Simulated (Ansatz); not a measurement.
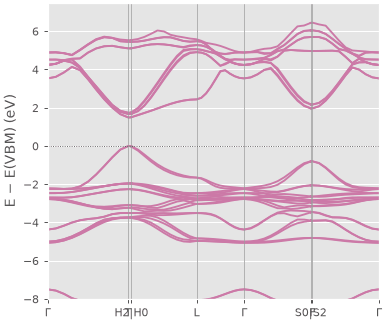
Band structure from r²SCAN with spin–orbit coupling in the plane-wave PAW code Ansatz

### Question
Read off the gap and where the band edges lie.

### Answer
About 1.5 eV (1.49 eV by a search for the band edges); maximum at T, minimum at T.

The material is CsGeBr$_{3}$ in space group R3m (No. 160; Cs on 3a, Ge on 3a, Br on 9b).

The workflow started from a Materials Project entry (that database holds measured and hypothetical structures alike); the Crystallography Open Database copy checked does not list it. Its standing as an ambient phase is unchecked. The r²SCAN relaxation kept the symmetry of its start; whether a distortion lowers the energy is not shown.

Potentials: the later of the program's two PAW sets.
